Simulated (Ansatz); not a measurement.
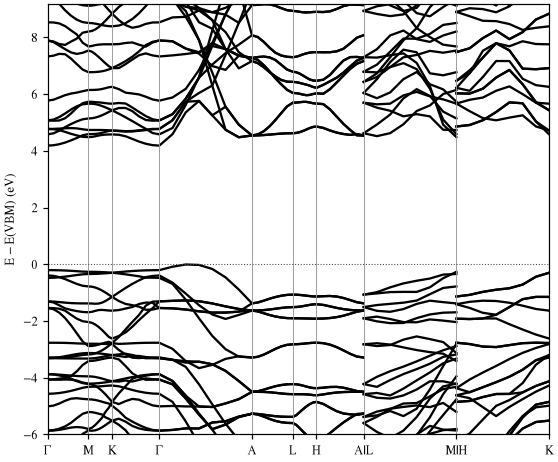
*Band structure from plane-wave PAW PBEsol (Ansatz code)*

Read off the gap and where the band edges lie.

About 4.2 eV (4.19 eV by a search for the band edges); maximum on the Γ–A line, 33 % of the way from Γ, minimum at Γ.

Pick the material that matches.
A. CaF2, P6_3/mmc (Ca on 2c, F on 4f)
B. BeS, wurtzite
C. ScAl3N4, P-6m2 (Pearson symbol hP8)
D. Si3N4, P6_3/m (Si on 6h, N on 2d, N on 6h)

D, Si3N4, P6_3/m (Si on 6h, N on 2d, N on 6h)

Symmetry was held in the PBEsol relaxation.

Potentials: the earlier of the program's two PAW sets. The files were generated under PBE; for other functionals the program regenerates the frozen cores, and for LDA and PBEsol the local potential too.
